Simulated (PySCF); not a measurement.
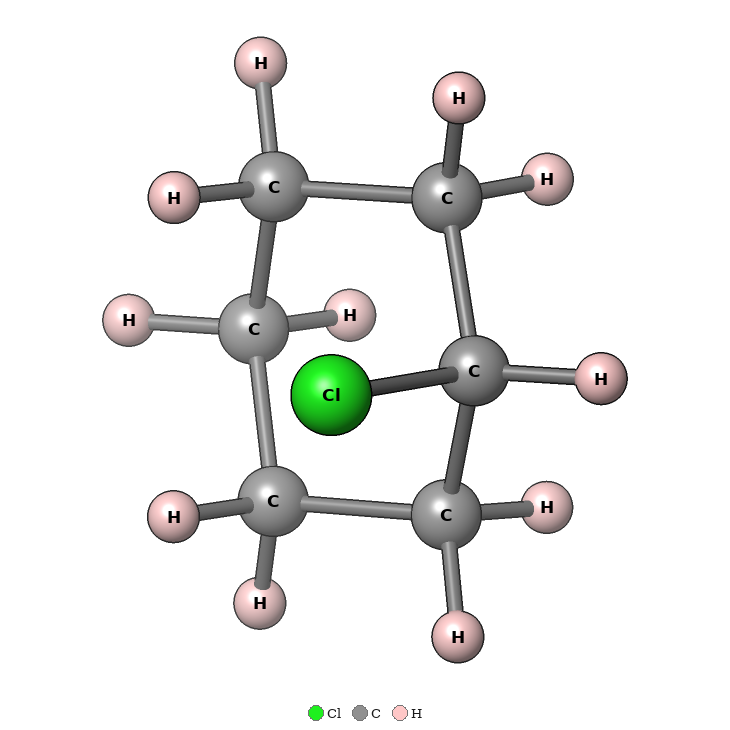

Distant atoms are faded towards the background colour. The computed structure is the end point of a GFN2-xTB optimisation. No frequency run is at hand to confirm it as a minimum.

Which symmetry elements does this geometry have?

Answer. It has 1 mirror plane, so the point group is Cs. The group has 2 operations. The geometry is achiral, and symmetry allows a dipole moment.
